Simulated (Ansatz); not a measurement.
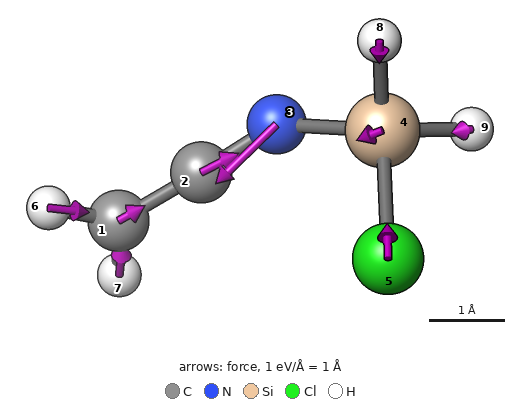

Starting geometry of C2H4ClNSi with the computed forces as purple arrows. The picture is a ball-and-stick view, seen at a tilt.

The start comes from PBE-D4/def2-SVP.

These are results of RKS PBE0-D4/def2-TZVP (Ansatz 0.2.0), not measurements.

Input
```yaml
crystal:
  periodic: [false, false, false]
  atoms:
    - {symbol: C, position_ang: [0.884272, 1.450078, 1.487119]}
    - {symbol: C, position_ang: [0.539555, 0.366010, 0.808682]}
    - {symbol: N, position_ang: [0.254301, -0.670962, 0.220934]}
    - {symbol: Si, position_ang: [-0.656388, -1.230749, -1.158194]}
    - {symbol: Cl, position_ang: [-1.607648, 0.304071, -2.198030]}
    - {symbol: H, position_ang: [0.257911, 1.808723, 2.316265]}
    - {symbol: H, position_ang: [1.793605, 2.006376, 1.218501]}
    - {symbol: H, position_ang: [-1.691806, -2.175605, -0.638955]}
    - {symbol: H, position_ang: [0.314798, -1.904342, -2.073421]}
basis:
  gaussian: {orbitals: def2-TZVP}
hamiltonian: {xc: pbe0, dispersion: d4}
relax: {f_tol: 0.005, max_steps: 150}
```

Command:
```bash
ansatz run in.yaml --threads 4 --pin off --events-out ev --progress --plain --max-ram 10444MiB
```

Question: Is this structure relaxed? If not, where do the atoms go?

Answer: It isn't relaxed: the largest force vector, on N3, is 1.16 eV/Å. The final displacements follow the starting forces only in part (cosine between the two patterns 0.34). The largest move after the best rigid fit is that of Cl5, 0.14 Å. By element the largest moves are Cl 0.14 Å, H 0.09 Å, C 0.06 Å, N 0.06 Å, Si 0.05 Å. Some distances before and after: Si4–Cl5 2.084 → 2.052 Å, N3–Si4 1.745 → 1.720 Å, Si4–H8 1.495 → 1.476 Å, C1–H6 1.099 → 1.081 Å. Bond angles that change, for instance: C2–N3–Si4 140.5° → 136.5°. Over 6 accepted moves (9 points after the start) the energy falls by 6.86 kJ/mol. Largest force component: 1.1 eV/Å at the start, 0.0042 eV/Å at the end. The line search rejected the trial steps at points 2, 4, 8 of the run.
